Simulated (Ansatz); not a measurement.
Input file:

```
basis:
  gaussian: {orbitals: def2-TZVPD}
crystal:
  periodic: [false, false, false]
  atoms:
    - {symbol: Al, position_ang: [-1.424522, 0.134463, -1.355942]}
    - {symbol: B, position_ang: [0.295513, 1.103559, -0.651636]}
    - {symbol: F, position_ang: [-2.724740, -0.806365, -1.760019]}
    - {symbol: Si, position_ang: [1.133816, -0.322338, 0.523288]}
    - {symbol: H, position_ang: [-0.189594, 2.043256, -0.073786]}
    - {symbol: H, position_ang: [0.876517, 1.350369, -1.677407]}
    - {symbol: H, position_ang: [2.393420, 0.188530, 1.143467]}
    - {symbol: H, position_ang: [0.254779, -0.766855, 1.649345]}
    - {symbol: H, position_ang: [1.497989, -1.571499, -0.214766]}
output: {forces: true, orbitals: {seedname: orbitals}}
hamiltonian: {xc: pbe0}
```

Command:

```sh
ansatz run input.yaml --threads 1 --pin off --max-ram 2610MiB --events-out events.jsonl --progress --plain --runs-dir runs
```

Geometry: B3LYP/6-31G*.

All numbers below come from isolated molecule in a Gaussian basis; Kohn-Sham density functional theory, functional PBE0 (Ansatz 0.2.0).

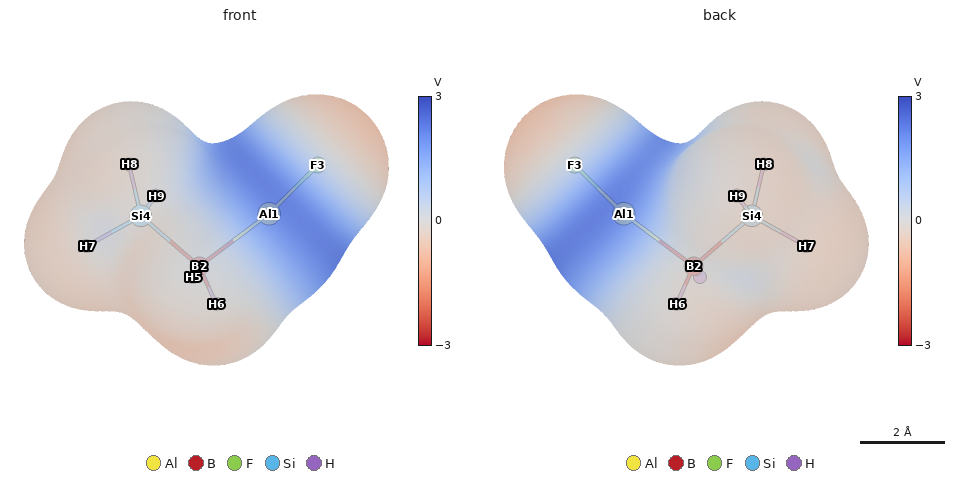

AlBFH$_{5}$Si (SMILES [F][Al+][BH2-][SiH3]). The molecular electrostatic potential painted on the density surface at 0.001 e/bohr³, seen from the front and from behind; red is negative and blue positive.

**Where is the surface potential most negative and most positive?**

The most negative region (about −0.7 V, or −16 kcal/mol for a unit charge) lies over F3, the most positive (about +2.2 V, or +51 kcal/mol for a unit charge) over Al1.

**How polar is the molecule by this calculation?**

Its dipole moment is 2.12 D.
